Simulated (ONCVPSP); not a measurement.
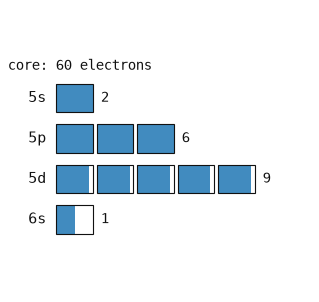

Fig. 1: The valence shells of the reference configuration: a box for each of the 2l + 1 orbitals, shaded by the share of the shell that is filled, with the electron count at the right. The shells are those of the unaltered input.

**Pt: pseudopotential generation**

- system: platinum (Pt, Z = 78), core [Kr] 4d10 4f14, reference valence 5s2 5p6 5d9 6s1, valence charge 18. (This line and the method describe the unaltered input from which the odd one was made.)
- method: ONCV potential, PBE, scalar-relativistic, made with ONCVPSP 4.0.1

### Input file
```
# ATOM AND REFERENCE CONFIGURATION
# atsym  z   nc   nv     iexc    psfile
  Pt 78.00   10    4        4      upf
#
#   n    l    f
    1    0    2.00
    2    0    2.00
    2    1    6.00
    3    0    2.00
    3    1    6.00
    3    2   10.00
    4    0    2.00
    4    1    6.00
    4    2   10.00
    4    3   14.00
    5    0    2.00
    5    1    6.00
    5    2    9.00
    6    0    1.00
#
# PSEUDOPOTENTIAL AND OPTIMIZATION
# lmax
    3
#
#   l,   rc,      ep,       ncon, nbas, qcut
    0    1.35    0.00    5   10    6.70
    1    1.35    0.00    4    7   10.60
    2    2.00    0.00    4    8    6.70
    3    2.20    0.27    4    8    4.50
#
# LOCAL POTENTIAL
# lloc, lpopt,  rc(5),   dvloc0
    4    5    1.20   60.00
#
# VANDERBILT-KLEINMAN-BYLANDER PROJECTORs
# l, nproj, debl
    0    2    3.80
    1    1    1.40
    2    2    2.90
    3    1    3.50
#
# MODEL CORE CHARGE
# icmod, fcfact, rcfact
    3    5.50    1.30
#
# LOG DERIVATIVE ANALYSIS
# epsh1, epsh2, depsh
   -5.00    5.00    0.04
#
# OUTPUT GRID
# rlmax, drl
    6.00    0.01
#
# TEST CONFIGURATIONS
# ncnf
    4
# nvcnf
#   n    l    f
    4
    5    0    2.00
    5    1    6.00
    5    2    9.00
    6    0    0.00
#
    4
    5    0    2.00
    5    1    6.00
    5    2    8.00
    6    0    0.00
#
    4
    5    0    2.00
    5    1    6.00
    5    2    7.00
    6    0    0.00
#
    5
    5    0    2.00
    5    1    6.00
    5    2    9.00
    6    0    0.00
    6    1    1.00
#
```

Hardware: 1 CPU thread, shared host.

Command:
```bash
oncvpsp.x < Pt.dat > Pt.out
```

### Log (extracts)
```
ONCVPSP  (Optimized Norm-Conservinng Vanderbilt PSeudopotential)
scalar-relativistic version 4.0.1

#   n    l    f        energy (Ha)
    1    0    2.00    -2.8825898E+03
    2    0    2.00    -5.0638549E+02
    2    1    6.00    -4.3878888E+02
    3    0    2.00    -1.1894639E+02
    3    1    6.00    -9.9265241E+01
    3    2   10.00    -7.7944108E+01
    4    0    2.00    -2.5560096E+01
    4    1    6.00    -1.9107263E+01
    4    2   10.00    -1.1275922E+01
    4    3   14.00    -2.5752918E+00
    5    0    2.00    -3.7417935E+00
    5    1    6.00    -2.0586542E+00
    5    2    9.00    -2.2568882E-01
    6    0    1.00    -2.0797764E-01

Reference configufation results
  iterations    29
  all-electron total energy (Ha)   -1.84135155D+04

Begin loop to  construct optimized pseudo wave functions
and semi-local pseudopoentials for all angular momenta

Calculating optimized projector #   1

 for l=   0

    Fraction of norm inside rc  0.897566
    Optimizing pswf for qcut=   6.70 a_B^-1,  ecut=  22.42 Ha
    Residual kinetic energy error=  4.41D-03 Ha

    Energy error per electron        Cutoff
         Ha          eV             Ha
         0.01000     0.27211       19.95
         0.00100     0.02721       87.94
         0.00010     0.00272      158.85
         0.00001     0.00027      176.59

Calculating optimized projector #   2

 for l=   0

    Fraction of norm inside rc  0.041064
    Optimizing pswf for qcut=   6.70 a_B^-1,  ecut=  22.42 Ha
    Residual kinetic energy error=  1.17D-03 Ha

    Energy error per electron        Cutoff
         Ha          eV             Ha
         0.01000     0.27211       16.00
         0.00100     0.02721       23.02
         0.00010     0.00272       62.29
         0.00001     0.00027      150.07

Calculating optimized projector #   1

 for l=   1

    Fraction of norm inside rc  0.773923
    Optimizing pswf for qcut=  10.61 a_B^-1,  ecut=  56.34 Ha
    Residual kinetic energy error=  6.95D-07 Ha

    Energy error per electron        Cutoff
         Ha          eV             Ha
         0.01000     0.27211       30.15
         0.00100     0.02721       38.96
         0.00010     0.00272       45.51
         0.00001     0.00027       50.61

   Wellstate for l =  2  n =  7
     eigenvalue =   2.6743
     asymptotic potential =   3.1743
     half-point radius =  3.4801

Calculating optimized projector #   1

 for l=   2

    Fraction of norm inside rc  0.727413
    Optimizing pswf for qcut=   6.69 a_B^-1,  ecut=  22.40 Ha
    Residual kinetic energy error=  1.32D-05 Ha

    Energy error per electron        Cutoff
         Ha          eV             Ha
         0.01000     0.27211       13.73
         0.00100     0.02721       17.29
         0.00010     0.00272       20.01
         0.00001     0.00027       24.26

Calculating optimized projector #   2

 for l=   2

    Fraction of norm inside rc  0.167996
    Optimizing pswf for qcut=   6.69 a_B^-1,  ecut=  22.40 Ha
    Residual kinetic energy error=  5.13D-05 Ha

    Energy error per electron        Cutoff
         Ha          eV             Ha
         0.01000     0.27211       15.28
         0.00100     0.02721       18.80
         0.00010     0.00272       21.86
         0.00001     0.00027       31.12

   Wellstate for l =  3  n =  5
     eigenvalue =   0.2700
     asymptotic potential =   0.7700
     half-point radius = 10.3060

Calculating optimized projector #   1

 for l=   3

    Fraction of norm inside rc  0.004492
    Optimizing pswf for qcut=   4.50 a_B^-1,  ecut=  10.15 Ha
    Residual kinetic energy error=  1.50D-05 Ha

    Energy error per electron        Cutoff
         Ha          eV             Ha
         0.01000     0.27211        0.90
         0.00100     0.02721        3.18
         0.00010     0.00272        7.17
         0.00001     0.00027       11.23

Construct Vanderbilt / Kleinmman-Bylander projectors

B matrix Hermiticity error, ll=   0
   1   2    5.9083E-04

  Orthonormal projector coefficients -3.5236E+01 -1.0380E+01

B matrix Hermiticity error, ll=   2
   1   2   -3.3664E-04

  Orthonormal projector coefficients -3.4843E+01 -1.1236E+01

Model core correction analysis
  based on d2Exc/dn_idn_j

d2excae - all-electron derivatives

   -2.978615D-02   -2.551563D-02   -1.202580D-02   -1.488350D-03
   -2.551568D-02   -2.492211D-02   -1.505539D-02   -2.178166D-03
   -1.202587D-02   -1.505544D-02   -1.688219D-02   -1.043470D-02
   -1.488298D-03   -2.177929D-03   -1.043361D-02   -2.464985D-02

d2excps - pseudofunction derivatives with no core correction

   -4.874573D-02   -3.394248D-02   -1.450510D-02   -3.129648D-03
   -3.394431D-02   -3.100704D-02   -1.692732D-02   -2.781748D-03
   -1.450573D-02   -1.692748D-02   -1.757307D-02   -1.063175D-02
   -3.129917D-03   -2.781536D-03   -1.063065D-02   -2.482161D-02

rms 2nd derivative error    5.940082E-03

rmatch, rhocmatch    0.8164   17.7689

Teter function model core charge with specified parameters

d2excps - pseudofunction derivatives with core correction

   -2.829757D-02   -2.485127D-02   -1.203905D-02   -1.498177D-03
   -2.485128D-02   -2.504399D-02   -1.526067D-02   -2.199739D-03
   -1.203911D-02   -1.526072D-02   -1.717316D-02   -1.048284D-02
   -1.498123D-03   -2.199501D-03   -1.048175D-02   -2.467676D-02

rms 2nd derivative error    4.534100E-04

Pseudoatom total energy -120.524167

Diagnostic tests using Vanderbilt-Kleinman-Bylander pseudopotentials
  1 or more projectors used as specified by nproj input data

   l    rcore       rmatch      e in        delta e   norm test  slope test

   0   1.3574876   1.3987039  -3.7417935  -0.0000120   1.0002985   1.0002971
   0   1.3574876   1.3987039  -0.2079776   0.0000094   1.0000754   1.0000684

   1   1.3574876   1.3987039  -2.0586542  -0.0000201   0.9999927   1.0000150

   2   2.0026480   2.0634527  -0.2256888  -0.0000038   1.0000802   1.0000822
   2   2.0026480   2.0634527   2.6743112   0.0000499   1.0002265   1.0002265

   3   2.2038007   2.2707129   0.2700000   0.0000077   1.0000018   1.0000018

 Testing for bound ghosts
   n   l    E NL Schr. Eq   E Basis Diag.   E Cutoff

   1   0       -3.741805       -3.741415    243.64
   2   0       -0.207968       -0.080520    243.64

   2   1       -2.058674       -2.037604     84.17

   3   2       -0.225693       -0.223006     85.97

 Testing for highly-localized positive-energy ghosts
       l    <radius>/rc     E Basis Diag.   E Cutoff

Test configuration 0

   n   l     f        eae           eps        diff
   1   0  2.0000-2882.58977367
   2   0  2.0000 -506.38549181
   2   1  6.0000 -438.78887724
   3   0  2.0000 -118.94638657
   3   1  6.0000  -99.26524108
   3   2 10.0000  -77.94410828
   4   0  2.0000  -25.56009571
   4   1  6.0000  -19.10726267
   4   2 10.0000  -11.27592159
   4   3 14.0000   -2.57529182
   5   0  2.0000   -3.74179352   -3.74180547   -1.20D-05
   5   1  6.0000   -2.05865417   -2.05867425   -2.01D-05
   5   2  9.0000   -0.22568882   -0.22569262   -3.80D-06
   6   0  1.0000   -0.20797764   -0.20796827    9.38D-06

    Total energies and differences
      AE_ref= -1.84135155D+04  AE_tst= -1.84135155D+04  dif=  0.00D+00
      PS_ref= -1.20524167D+02  PS_tst= -1.20524167D+02  dif=  2.99D-11
      PSP excitation error= -2.99D-11

Test configuration 1

   n   l     f        eae           eps        diff
   1   0  2.0000-2882.89240984
   2   0  2.0000 -506.68531004
   2   1  6.0000 -439.08875233
   3   0  2.0000 -119.24688898
   3   1  6.0000  -99.56574982
   3   2 10.0000  -78.24436605
   4   0  2.0000  -25.86106209
   4   1  6.0000  -19.40820667
   4   2 10.0000  -11.57675623
   4   3 14.0000   -2.87621042
   5   0  2.0000   -4.04436786   -4.04541109   -1.04D-03
   5   1  6.0000   -2.36315234   -2.36338246   -2.30D-04
   5   2  9.0000   -0.52566799   -0.52565522    1.28D-05

    Total energies and differences
      AE_ref= -1.84135155D+04  AE_tst= -1.84131776D+04  dif=  3.38D-01
      PS_ref= -1.20524167D+02  PS_tst= -1.20186136D+02  dif=  3.38D-01
      PSP excitation error= -1.47D-04

Test configuration 2

   n   l     f        eae           eps        diff
   1   0  2.0000-2883.36447650
   2   0  2.0000 -507.15873813
   2   1  6.0000 -439.56215014
   3   0  2.0000 -119.71931376
   3   1  6.0000 -100.03816843
   3   2 10.0000  -78.71701409
   4   0  2.0000  -26.33295258
   4   1  6.0000  -19.88008133
   4   2 10.0000  -12.04865177
   4   3 14.0000   -3.34775115
   5   0  2.0000   -4.51160619   -4.51268374   -1.08D-03
   5   1  6.0000   -2.82397749   -2.82436210   -3.85D-04
   5   2  8.0000   -0.95099938   -0.95095554    4.38D-05

    Total energies and differences
      AE_ref= -1.84135155D+04  AE_tst= -1.84124439D+04  dif=  1.07D+00
      PS_ref= -1.20524167D+02  PS_tst= -1.19452332D+02  dif=  1.07D+00
      PSP excitation error= -2.11D-04

Test configuration 3

   n   l     f        eae           eps        diff
   1   0  2.0000-2883.90083496
   2   0  2.0000 -507.69692379
   2   1  6.0000 -440.10034570
   3   0  2.0000 -120.25504433
   3   1  6.0000 -100.57389057
   3   2 10.0000  -79.25320425
   4   0  2.0000  -26.86717748
   4   1  6.0000  -20.41421329
   4   2 10.0000  -12.58272502
   4   3 14.0000   -3.88099001
   5   0  2.0000   -5.03602414   -5.03745710   -1.43D-03
   5   1  6.0000   -3.33861310   -3.33934981   -7.37D-04
   5   2  7.0000   -1.42458938   -1.42446797    1.21D-04

    Total energies and differences
      AE_ref= -1.84135155D+04  AE_tst= -1.84112599D+04  dif=  2.26D+00
      PS_ref= -1.20524167D+02  PS_tst= -1.18268215D+02  dif=  2.26D+00
      PSP excitation error= -3.76D-04

Test configuration 4

   n   l     f        eae           eps        diff
   1   0  2.0000-2882.66484522
   2   0  2.0000 -506.45891313
   2   1  6.0000 -438.86229266
   3   0  2.0000 -119.02037242
   3   1  6.0000  -99.33922529
   3   2 10.0000  -78.01793597
   4   0  2.0000  -25.63442241
   4   1  6.0000  -19.18156777
   4   2 10.0000  -11.35015059
   4   3 14.0000   -2.64957764
   5   0  2.0000   -3.81715026   -3.81972845   -2.58D-03
   5   1  6.0000   -2.13499206   -2.13683935   -1.85D-03
   5   2  9.0000   -0.29821172   -0.29968841   -1.48D-03
   6   1  1.0000   -0.06745135   -0.06694302    5.08D-04

    Total energies and differences
      AE_ref= -1.84135155D+04  AE_tst= -1.84133300D+04  dif=  1.86D-01
      PS_ref= -1.20524167D+02  PS_tst= -1.20337256D+02  dif=  1.87D-01
      PSP excitation error= -1.35D-03
```

### What the run reported

- outcome: generated
- ghost flags of the generator: 0 GHOST(-), 0 GHOST(+)
- largest excitation error printed: 37 meV
- wall time: 3.6 s

### What is odd here

This input holds a deliberate oddity: dvloc0 set to 60.00 Ha. The program ran to the end. The all-electron atom is untouched: its total energy equals that from the unaltered input (−18413.5155 Ha). The pseudo-atom's total energy moves by +0.00019 Ha, so the potential, or the configuration in which it is tested, is another one.
